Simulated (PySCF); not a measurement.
```xyz
16
charge 0, multiplicity 1
F     2.5995    1.5284    0.8504
C     2.1938    0.3837    0.2137
C     0.7018    0.2821    0.1207
C    -0.1540    1.1790    0.6004
Ge   -1.9773    0.6280    0.2444
C    -1.3054   -1.1445   -0.3412
C     0.1851   -0.9231   -0.6250
H     2.6098   -0.4586    0.7819
H     2.6467    0.4004   -0.7862
H     0.1858    2.0654    1.1085
H    -2.6733    1.4325   -0.8218
H    -2.8994    0.6060    1.4320
H    -1.4226   -1.8560    0.4774
H    -1.8092   -1.5671   -1.2078
H     0.3370   -0.7404   -1.6929
H     0.7740   -1.8070   -0.3661
```

Work out the structure from the coordinates.

It has 16 atoms: 5 carbon, 9 hydrogen, 1 fluorine and 1 germanium (C5H9FGe). As SMILES it reads `FCC1=[CH][GeH2][CH2]C1`. Among its groups: alkene, C–F bond. This geometry has C1 symmetry. Coordination, clear cases only: 3 C tetrahedral; 2 C trigonal planar.

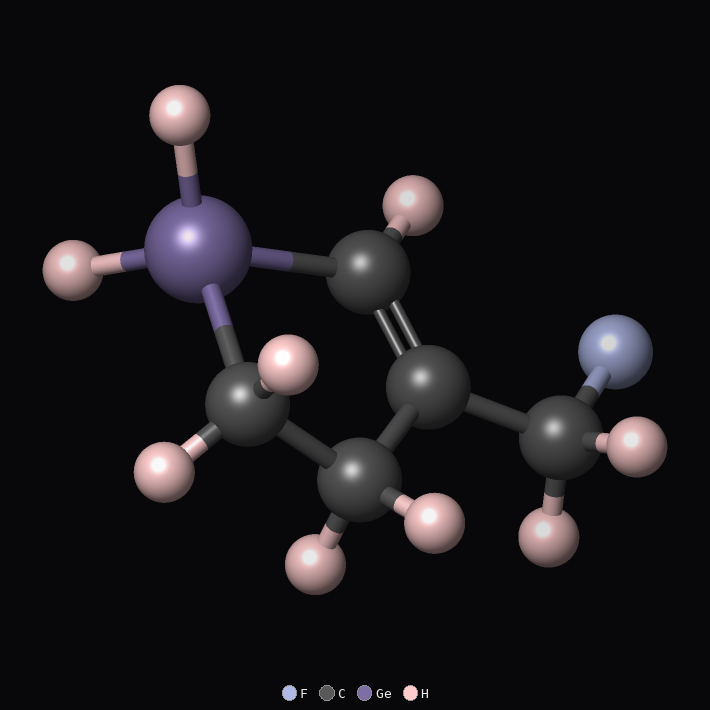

Source: calculation with PySCF.
